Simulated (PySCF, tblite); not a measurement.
# C₄H₁₁Si radical: geometry, infrared bands and EPR parameters

Aim: predict the infrared bands and EPR parameters of C₄H₁₁Si radical (`CC[Si](C)C`).

The runs use tblite 0.8.0 and PySCF 2.14.0, with density-fitted response routines of our own; the level of theory stands in each step. All values are computed, except where a source is named. Atoms count from 0, in the outputs and in this text.

**1. The molecule as given**

16 atoms, charge 0, multiplicity 2; geometry from: force field or distance geometry start.

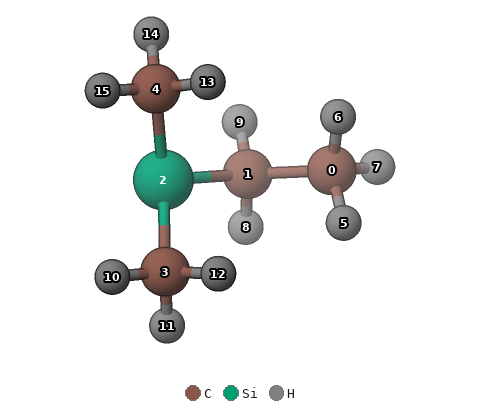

The starting geometry (carbon brown, silicon teal, hydrogen grey), atoms numbered.

**2. Relaxing the molecule with GFN2-xTB**

Job settings and geometry (Å):

```
{"job": {"kind": "relax", "xc": "GFN2-xTB", "basis": "xTB"}, "charge": 0, "multiplicity": 2}
C      1.899600     0.078100     0.538100
C      1.188200    -0.228500    -0.787600
Si    -0.668700    -0.172500    -0.741000
C     -1.398500    -1.440500     0.372800
C     -1.310200     1.528700    -0.368500
H      1.596100    -0.626100     1.321800
H      1.652900     1.094600     0.884200
H      2.983100     0.021600     0.418300
H      1.504800    -1.235700    -1.106000
H      1.546200     0.468100    -1.535400
H     -2.493400    -1.455300     0.321900
H     -1.048600    -2.452700     0.118500
H     -1.124900    -1.258900     1.433100
H     -1.023100     1.846600     0.630200
H     -0.907900     2.271400    -1.079300
H     -2.403200     1.569900    -0.432500
```

Started as:

```sh
$ OMP_NUM_THREADS=1 python probes_run.py task.json out
```

This one command runs all jobs of the session in turn.

**Question.** This job is followed by: GFN2-xTB harmonic vibrations, gas phase; UKS B3LYP, pcH-1 on C H Si, non-relativistic, mean-field spin-orbit, GIAO. What will the session give for the following? strongest single infrared mode (GFN2-xTB); zero-point energy (GFN2-xTB); g(iso) (B3LYP); ⟨S²⟩; largest a(iso) (averaged by class); potential on the surface of density 0.002 e/bohr³, 1st and 99th percentile.

The runs gave:

| quantity | value |
| --- | --- |
| strongest single infrared mode (GFN2-xTB) | 850 cm⁻¹, 147 km/mol |
| zero-point energy (GFN2-xTB) | 86.9 kcal/mol |
| g(iso) (B3LYP) | 2.00336 |
| ⟨S²⟩ | 0.751 (exact 0.75) |
| largest a(iso) (averaged by class) | 29Si on Si2, -471.7 MHz |
| potential on the surface of density 0.002 e/bohr³, 1st and 99th percentile | -0.46 V and 0.61 V |

**Reading.** The optimisation took 34 steps and gained 0.149 eV; among the close pairs (by a distance rule), Si2–C3 changed most, from 1.839 to 1.908 Å. No mode is imaginary among the 42: a minimum at this level. The strongest single mode, at 850 cm⁻¹, has its largest shares on H10, H15, H11 and Si2 (the list is cut at 4 atoms). GFN2-xTB is a fitted tight-binding method: band positions and strengths are rough. Its intensities can rank the bands wrongly. Si2 carries the largest spin population, 0.95 e. The isotropic g lies 1.0 ppt above the free-electron value. These values are for one conformer; the search (at its own cheap level) found 1 more, at 0.05 kcal/mol, and measured spectra average over such forms.
